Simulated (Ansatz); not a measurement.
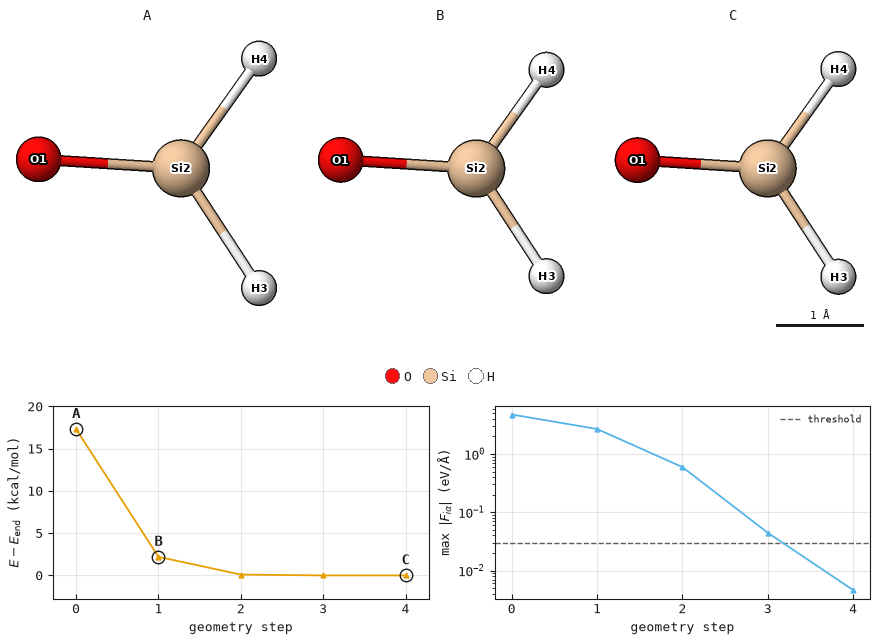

Frames of a relaxation of SiH$_{2}$O, marked on the history of the run. The picture is a ball-and-stick view, seen at a tilt.

It is one of the separated reactants of a reaction.

All numbers below come from RKS PBE-D4/def2-SVP in Ansatz. Settings: force threshold 0.03 eV/Å; at most 250 steps.

> Describe the path.

The largest moves after the best rigid fit, 0.15 Å, are those of O1, H3 and H4. Largest moves by element: H 0.15 Å, O 0.15 Å, Si 0.01 Å. Some distances before and after: Si2–H3 1.664 → 1.506 Å, O1–Si2 1.698 → 1.552 Å. The energy falls by 17.3 kcal/mol in 4 geometry steps. Largest force component: 4.8 eV/Å at the start, 0.0046 eV/Å at the end. From step 0 to 1: H atoms move most (0.15 Å), energy −15.1 kcal/mol. From step 1 to 4: O1 moves most (0.05 Å), energy −2.20 kcal/mol.

```csv
step,"E − E(0), kcal/mol","largest force component, eV/Å"
0,0.00,4.7680
1,-15.12,2.6892
2,-17.22,0.5960
3,-17.32,0.0444
4,-17.32,0.0046
```
